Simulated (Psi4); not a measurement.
## Interaction calculation, with input and output: AlNaH₂SF₂ (part 3 of 3)

The same run, continued: AlNaH₂SF₂; SAPT(DFT)/jun-cc-pVDZ, RHF (Psi4 1.11). The geometry comes from this level: GFN2-xTB.

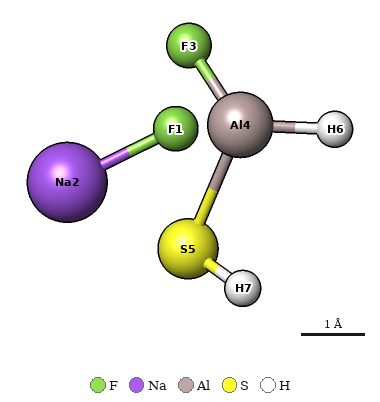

The structure (ball-and-stick view, seen at a tilt; atoms are numbered from 1 in the order of the input). Sticks mark near contacts.

What the program printed, continued
```
    X Functional        =    XC_GGA_X_LB
    C Functional        =   XC_LDA_C_VWN
    Bulk Shift          =       0.100000
    GRAC Alpha          =       0.500000
    GRAC Beta           =      40.000000

  ==> Integral Setup <==

  Cached 100.0% of DFT collocation blocks in 0.416 [GiB].

  Minimum eigenvalue in the overlap matrix is 8.2331400775E-04.
  Reciprocal condition number of the overlap matrix is 1.1037077328E-04.
    Using symmetric orthogonalization.

  ==> Iterations <==

                           Total Energy        Delta E     RMS |[F,P]|

   @DF-RKS iter SAD:  -740.88042600345682   -7.40880e+02   0.00000e+00
   @DF-RKS iter   1:  -741.16962533319725   -2.89199e-01   5.54471e-03 DIIS/ADIIS
   @DF-RKS iter   2:  -740.28735011745209    8.82275e-01   1.43929e-02 DIIS/ADIIS
   @DF-RKS iter   3:  -741.32727835283367   -1.03993e+00   1.68063e-03 DIIS/ADIIS
   @DF-RKS iter   4:  -741.34601163230627   -1.87333e-02   8.62520e-04 DIIS/ADIIS
   @DF-RKS iter   5:  -741.35010315128307   -4.09152e-03   3.89386e-04 DIIS/ADIIS
   @DF-RKS iter   6:  -741.35174491493001   -1.64176e-03   6.24858e-05 DIIS
   @DF-RKS iter   7:  -741.35177176506784   -2.68501e-05   1.46671e-05 DIIS
   @DF-RKS iter   8:  -741.35177349373555   -1.72867e-06   4.38049e-06 DIIS
   @DF-RKS iter   9:  -741.35177389026580   -3.96530e-07   8.15813e-07 DIIS
   @DF-RKS iter  10:  -741.35177387963677    1.06290e-08   1.95674e-07 DIIS
   @DF-RKS iter  11:  -741.35177387325336    6.38340e-09   2.53921e-08 DIIS
   @DF-RKS iter  12:  -741.35177387217163    1.08173e-09   6.95966e-09 DIIS
  Energy and wave function converged.

  ==> Post-Iterations <==

   Electrons on quadrature grid:
      Ntotal   =   39.9999928757 ; deviation = -7.124e-06

    Orbital Energies [Eh]
    ---------------------

    Doubly Occupied:

       1A    -88.170106     2A    -55.559181     3A    -24.357997
       4A     -7.782262     5A     -5.804533     6A     -5.800975
       7A     -5.796238     8A     -4.094307     9A     -2.700766
      10A     -2.696810    11A     -2.694059    12A     -1.158612
      13A     -0.763398    14A     -0.522162    15A     -0.475579
      16A     -0.460908    17A     -0.450181    18A     -0.444555
      19A     -0.376947    20A     -0.338828

    Virtual:

      21A     -0.230961    22A     -0.127578    23A     -0.121846
      24A     -0.108470    25A     -0.076798    26A     -0.069316
      27A     -0.059709    28A     -0.055302    29A     -0.044786
      30A     -0.038753    31A     -0.033584    32A     -0.022311
      33A     -0.012147    34A     -0.009594    35A     -0.008723
      36A     -0.003172    37A      0.000278    38A      0.005711
      39A      0.014775    40A      0.021476    41A      0.041457
      42A      0.057093    43A      0.060273    44A      0.071155
      45A      0.082306    46A      0.095485    47A      0.110475
      48A      0.119377    49A      0.121845    50A      0.131249
      51A      0.153763    52A      0.161261    53A      0.165066
      54A      0.180312    55A      0.195418    56A      0.212195
      57A      0.231208    58A      0.246564    59A      0.263256
      60A      0.274297    61A      0.285266    62A      0.305220
      63A      0.326272    64A      0.350055    65A      0.378641
      66A      0.402036    67A      0.445124    68A      0.477284
      69A      0.504467    70A      0.525008    71A      0.550176
      72A      0.573269    73A      0.634915    74A      0.674439
      75A      0.690367    76A      0.764386    77A      0.854877
      78A      0.875534    79A      0.896630    80A      0.914677
      81A      0.960538    82A      1.000243    83A      1.234396
      84A      1.245802    85A      1.286086    86A      1.332110
      87A      1.340772    88A      1.410359    89A      1.467490
      90A      1.678005    91A      1.921133    92A      2.267526
      93A      2.511065    94A      3.368739    95A      3.372311
      96A      3.396862    97A      3.407828    98A      3.518107
      99A      3.876463   100A      5.486329   101A      5.496107
     102A      5.501537   103A      5.505845   104A      5.526637
     105A      5.954421   106A      6.020374   107A      6.058859
     108A      6.873828   109A      6.992801   110A      7.028891
     111A     42.625405   112A     62.066896

    Final Occupation by Irrep:
              A
    DOCC [    20 ]
    NA   [    20 ]
    NB   [    20 ]

  @DF-RKS Final Energy:  -741.35177387217163

   => Energetics <=

    Nuclear Repulsion Energy =            127.8567040914916788
    One-Electron Energy =               -1282.4117896738773652
    Two-Electron Energy =                 468.3416243531931968
    DFT Exchange-Correlation Energy =     -55.1383126429790806
    Empirical Dispersion Energy =           0.0000000000000000
    VV10 Nonlocal Energy =                  0.0000000000000000
    Total Energy =                       -741.3517738721716341

Computation Completed

Properties will be evaluated at   0.000000,   0.000000,   0.000000 [a0]

Properties computed using the SCF density matrix

 Multipole Moments:

 ------------------------------------------------------------------------------------
     Multipole            Electronic (a.u.)      Nuclear  (a.u.)        Total (a.u.)
 ------------------------------------------------------------------------------------

 L = 1.  Multiply by 2.5417464519 to convert [e a0] to [Debye]
 Dipole X            :        -12.7135762           13.3262353            0.6126590
 Dipole Y            :         94.8620235          -93.9679544            0.8940691
 Dipole Z            :        -11.2748225           10.6461312           -0.6286913
 Magnitude           :                                                    1.2529818

 ------------------------------------------------------------------------------------

	total time  =          8 seconds =       0.13 minutes

         ---------------------------------------------------------
               SAPT(DFT): Intermolecular Interaction Segment

         ---------------------------------------------------------

  ==> Algorithm <==

   SAPT DFT Functional              PBE
   Monomer A GRAC Shift        0.136000
   Monomer B GRAC Shift        0.100000
   Delta HF                        True
   JK Algorithm                      DF

  ==> MemDFJK: Density-Fitted J/K Matrices <==

    J tasked:                   Yes
    K tasked:                   Yes
    wK tasked:                   No
    Memory [MiB]:               717
    Algorithm:                 Core
    Schwarz Cutoff:           1E-12
    Mask sparsity (%):       0.1594
    Fitting Condition:        1E-10

  ==> E10 Electostatics <==

    Elst10,r                        -69.04024311 [mEh]

  ==> E10 Exchange <==

    Exch10(S^2)                      39.33968908 [mEh]
    Exch10                           40.00045323 [mEh]

   => Uncoupled Induction <=

    Ind20,u (A<-B)                  -41.04976220 [mEh]
    Ind20,u (A->B)                  -27.83184261 [mEh]
    Ind20,u                         -68.88160481 [mEh]
    Exch-Ind20,u (A<-B)              27.21111339 [mEh]
    Exch-Ind20,u (A->B)              11.22470881 [mEh]
    Exch-Ind20,u                     38.43582220 [mEh]

   => Coupled Induction <=

   ---------------------------------------------------
              SAPT Coupled Induction Solver
   ---------------------------------------------------
    Maxiter             =          20
    Convergence         =   1.000E-08
   ---------------------------------------------------
     Iter       (A<-B)           (B->A)      Time [s]
   ---------------------------------------------------
    Guess    9.171131e-02     3.147101e-01          2
        1    5.679523e-02     6.649288e-02          4
        2    5.199562e-03     1.120349e-02          6
        3    7.308314e-04     4.084732e-03          9
        4    5.406243e-05     1.546222e-03         11
        5    3.011544e-06     3.185218e-04         13
        6    1.581091e-07     7.116743e-05         15
        7    1.334283e-08     1.598859e-05         18
        8    1.564698e-09*    3.839368e-06         20
        9    1.564698e-09*    6.383952e-07         21
       10    1.564698e-09*    1.772320e-07         22
       11    1.564698e-09*    2.580105e-08         23
       12    1.564698e-09*    3.386539e-09*        24
   ---------------------------------------------------

    Ind20,r (A<-B)                  -40.19144335 [mEh]
    Ind20,r (A->B)                  -23.70109041 [mEh]
    Ind20,r                         -63.89253376 [mEh]
    Exch-Ind20,r (A<-B)              27.53209920 [mEh]
    Exch-Ind20,r (A->B)              13.85521682 [mEh]
    Exch-Ind20,r                     41.38731601 [mEh]
   => Loading Basis Set <=

    Name: (JUN-CC-PVDZ AUX)
    Role: RIFIT
    Keyword: DF_BASIS_MP2

  ==> E20 Dispersion (CHF FDDS) <==

   Legendre Points:          10
   Lambda Shift:          0.300
   Fxc Kernal:             ALDA
   (P|Fxc|Q) Thresh:  1.000e-06
  DFHelper Memory: AOs need 0.051 GiB; user supplied 1.192 GiB.
  SCF_SUBTYPE=INCORE selected. In-core MEM_DF algorithm will be used.
  Using in-core AOs.

  ==> DFHelper <==
    NBF:                             112
    NAux:                            494
    Schwarz Cutoff:                1E-12
    Mask sparsity (%):                 0
    DFH Avail. Memory [GiB]:       1.192
    Algorithm:                DIRECT_iaQ
    AO Core:                        True
    MO Core:                       False
    Hold Metric:                   False
    Metric Power:                  0.000
    Fitting Condition:             1E-12
    Q Shell Max:                       9

   => Time Integration <=

       Omega       Weight       Disp20,u         Disp20   time [s]
   2.269e+01    6.667e-02      5.480e-05      5.450e-05          0
   4.147e+00    1.495e-01      1.405e-03      1.298e-03          0
   1.572e+00    2.191e-01      4.476e-03      3.845e-03          0
   7.589e-01    2.693e-01      9.120e-03      7.308e-03          1
   4.049e-01    2.955e-01      1.399e-02      1.002e-02          1
   2.223e-01    2.955e-01      1.683e-02      1.052e-02          1
   1.186e-01    2.693e-01      1.659e-02      9.009e-03          1
   5.727e-02    2.191e-01      1.336e-02      6.466e-03          2
   2.170e-02    1.495e-01      8.330e-03      3.823e-03          2
   3.966e-03    6.667e-02      3.392e-03      1.541e-03          2

    Disp20,u                        -13.93417351 [mEh]
    Disp20                           -8.57616393 [mEh]

  ==> E20 Dispersion (MP2) <==

    Disp20 (MP2)                    -13.62781342 [mEh]
    Exch-Disp20,u                     4.93022292 [mEh]
    Scaling Scheme                    FIXED
    Scaling Factor                    0.770
    Est. Exch-Disp20,r                3.79627165 [mEh]

   SAPT(DFT) Results
  ---------------------------------------------------------------------------------------------------------
    Electrostatics                  -69.04024311 [mEh]    -43.32340663 [kcal/mol]   -181.26513332 [kJ/mol]
      Elst1,r                       -69.04024311 [mEh]    -43.32340663 [kcal/mol]   -181.26513332 [kJ/mol]

    Exchange                         40.00045323 [mEh]     25.10066336 [kcal/mol]    105.02117550 [kJ/mol]
      Exch1                          40.00045323 [mEh]     25.10066336 [kcal/mol]    105.02117550 [kJ/mol]
      Exch1(S^2)                     39.33968908 [mEh]     24.68602759 [kcal/mol]    103.28633945 [kJ/mol]

    Induction                       -27.10147657 [mEh]    -17.00643330 [kcal/mol]    -71.15491693 [kJ/mol]
      Ind2,r                        -63.89253376 [mEh]    -40.09317024 [kcal/mol]   -167.74982426 [kJ/mol]
      Exch-Ind2,r                    41.38731601 [mEh]     25.97093289 [kcal/mol]    108.66238323 [kJ/mol]
      Induction (A<-B)              -12.65934415 [mEh]     -7.94385838 [kcal/mol]    -33.23710348 [kJ/mol]
      Induction (A->B)               -9.84587359 [mEh]     -6.17837896 [kcal/mol]    -25.85033756 [kJ/mol]
      delta HF,r (2)                 -4.59625883 [mEh]     -2.88419596 [kcal/mol]    -12.06747590 [kJ/mol]

    Dispersion                       -4.77989228 [mEh]     -2.99942769 [kcal/mol]    -12.54960544 [kJ/mol]
      Disp2,r                        -8.57616393 [mEh]     -5.38162411 [kcal/mol]    -22.51671529 [kJ/mol]
      Disp2,u                       -13.62781342 [mEh]     -8.55158203 [kcal/mol]    -35.77981920 [kJ/mol]
      Est. Exch-Disp2,r               3.79627165 [mEh]      2.38219643 [kcal/mol]      9.96710985 [kJ/mol]
      Exch-Disp2,u                    4.93022292 [mEh]      3.09376159 [kcal/mol]     12.94429850 [kJ/mol]

    Total SAPT(DFT)                 -60.92115873 [mEh]    -38.22860426 [kcal/mol]   -159.94848021 [kJ/mol]
  ---------------------------------------------------------------------------------------------------------

	total time  =         42 seconds =       0.70 minutes

Warning! sapt(dft) does not have an associated derived wavefunction. The returned wavefunction is the dimer SCF wavefunction.

  Variable Map:
  ----------------------------------------------------------------------------
  "CURRENT ENERGY"              =>      -0.060921158728
  "CURRENT REFERENCE ENERGY"    =>    -741.351773872172
  "DD SOLVATION ENERGY"         =>       0.000000000000
  "DELTA HF CORRECTION"         =>      -0.004596258830
  "DFT FUNCTIONAL TOTAL ENERGY" =>    -741.351773872172
  "DFT MONOMERA"                =>    -261.977048255139
  "DFT MONOMERB"                =>    -741.351773872172
  "DFT TOTAL ENERGY"            =>    -741.351773872172
  "DFT VV10 ENERGY"             =>       0.000000000000
  "DFT XC ENERGY"               =>     -55.138312642979
  "DISP20"                      =>      -0.008576163928
  "DISP20,FDDS (UNC)"           =>      -0.013934173511
  "DISP20,U"                    =>      -0.013627813419
  "ELST10,R"                    =>      -0.069040243115
  "EXCH-DISP20,R"               =>       0.003796271651
  "EXCH-DISP20,U"               =>       0.004930222924
  "EXCH-IND20,R"                =>       0.041387316015
  "EXCH-IND20,R (A->B)"         =>       0.013855216817
  "EXCH-IND20,R (A<-B)"         =>       0.027532099198
  "EXCH-IND20,U"                =>       0.038435822197
  "EXCH-IND20,U (A->B)"         =>       0.011224708812
  "EXCH-IND20,U (A<-B)"         =>       0.027211113385
  "EXCH10"                      =>       0.040000453233
  "EXCH10(S^2)"                 =>       0.039339689081
  "GRID ELECTRONS ALPHA"        =>      19.999996437870
  "GRID ELECTRONS BETA"         =>      19.999996437870
  "GRID ELECTRONS TOTAL"        =>      39.999992875740
  "HF KINETIC ENERGY"           =>     740.022681116568
  "HF POTENTIAL ENERGY"         =>   -1480.172022080411
  "HF TOTAL ENERGY"             =>    -740.149340963843
  "HF VIRIAL RATIO"             =>       2.000171156710
  "IND20,R"                     =>      -0.063892533755
  "IND20,R (A->B)"              =>      -0.023701090410
  "IND20,R (A<-B)"              =>      -0.040191443345
  "IND20,U"                     =>      -0.068881604811
  "IND20,U (A->B)"              =>      -0.027831842614
  "IND20,U (A<-B)"              =>      -0.041049762196
  "NUCLEAR REPULSION ENERGY"    =>     127.856704091492
  "ONE-ELECTRON ENERGY"         =>   -1282.411789673877
  "PCM POLARIZATION ENERGY"     =>       0.000000000000
  "PE ENERGY"                   =>       0.000000000000
  "SAPT ALPHA"                  =>       0.000000000000
  "SAPT DFT GRAC SHIFT A"       =>       0.136000000000
  "SAPT DFT GRAC SHIFT B"       =>       0.100000000000
  "SAPT DISP ENERGY"            =>      -0.004779892276
  "SAPT ELST ENERGY"            =>      -0.069040243115
  "SAPT ENERGY"                 =>       0.000000000000
  "SAPT EXCH ENERGY"            =>       0.040000453233
  "SAPT IND ENERGY"             =>      -0.027101476571
  "SAPT TOTAL ENERGY"           =>      -0.060921158728
  "SAPT(DFT) DELTA HF"          =>      -0.004596258830
  "SAPT(DFT) TOTAL ENERGY"      =>      -0.060921158728
  "SCF ITERATION ENERGY"        =>    -741.351773872172
  "SCF ITERATIONS"              =>      12.000000000000
  "SCF TOTAL ENERGY"            =>    -741.351773872172
  "TWO-ELECTRON ENERGY"         =>     468.341624353193
  "XC GRID RADIAL POINTS"       =>      75.000000000000
  "XC GRID SPHERICAL POINTS"    =>     302.000000000000
  "XC GRID TOTAL POINTS"        =>  153846.000000000000

  Array Variable Map:
  ----------------------------------------------------------------------------
  "CURRENT DIPOLE"              =>       0.612659021273 ... -0.628691325269 1 by 3
  "SCF DIPOLE"                  =>       0.612659021273 ... -0.628691325269 1 by 3
  "SCF TOTAL ENERGIES"          =>    -740.880426003457 ... -741.351773872172 1 by 13

    Psi4 run time: 0:00:57.73

[set-up sections that repeat, and orbital energies of the middle runs, are left out above]
```

The run was set up as follows.

The input (alf2h2nas.inp)
```
memory 1.6 GB

molecule dimer {
  0 1
  F     -0.387930     1.300230    -0.750690
  Na    -1.030460     1.637800     1.083340
  --
  0 1
  F     -1.386010    -1.711730    -0.819490
  Al     0.142650    -1.051170    -0.723740
  S      0.900070    -1.156970     1.437400
  H      1.249250    -1.573280    -1.621240
  H      2.021210    -0.570120     1.040560
  symmetry c1
  no_reorient
  no_com
}

set {
  basis                 jun-cc-pVDZ
  reference             rhf
  scf_type              df
  freeze_core           true
  sapt_dft_functional   pbe
  sapt_dft_grac_shift_a 0.136
  sapt_dft_grac_shift_b 0.1
}

energy_value, wavefunction = energy("sapt(dft)", return_wfn=True)
print_variables()
```

Launch command:
```bash
psi4 -i alf2h2nas.inp -o alf2h2nas.out -n 1
```

Key numbers

| quantity | value |
| --- | --- |
| outcome | converged |
| SCF energy | −1001.569585 hartree |
| basis functions | 112 |
| hardware | 1 thread of AMD EPYC (Zen 3), 24 GiB of memory available, shared host |
| wall time | 59 s |
| peak memory | 0.9 GiB |
